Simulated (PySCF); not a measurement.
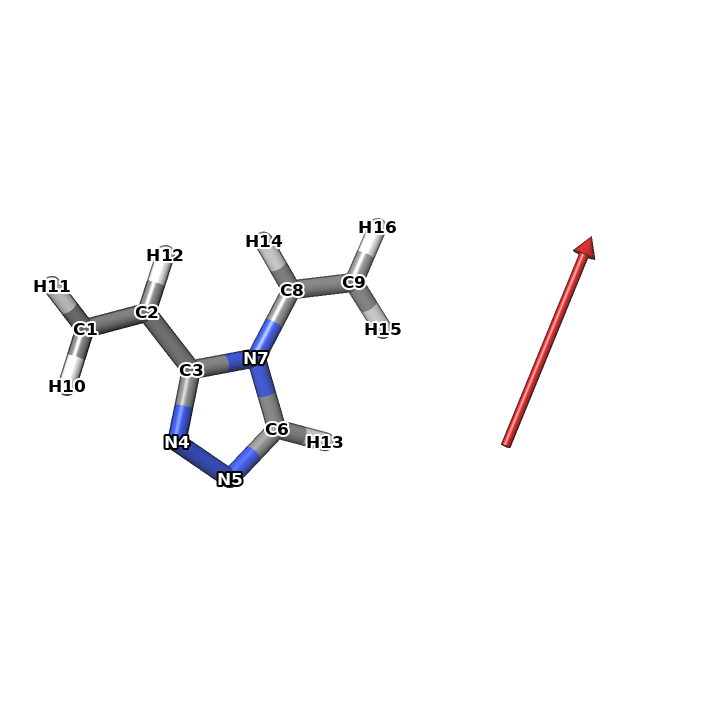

The arrow beside the molecule shows the direction of the dipole moment, from the negative to the positive end (its length means nothing). Computed geometry: GFN2-xTB optimisation. No frequency run is at hand to confirm it as a minimum. Properties computed with PBE0/def2-SVPD, gas phase (PySCF 2.14.0).

Estimate the dipole moment.

4.99 D; it points from the side of N4, N5, H10 to the side of H16 (the outermost atoms at the two ends).
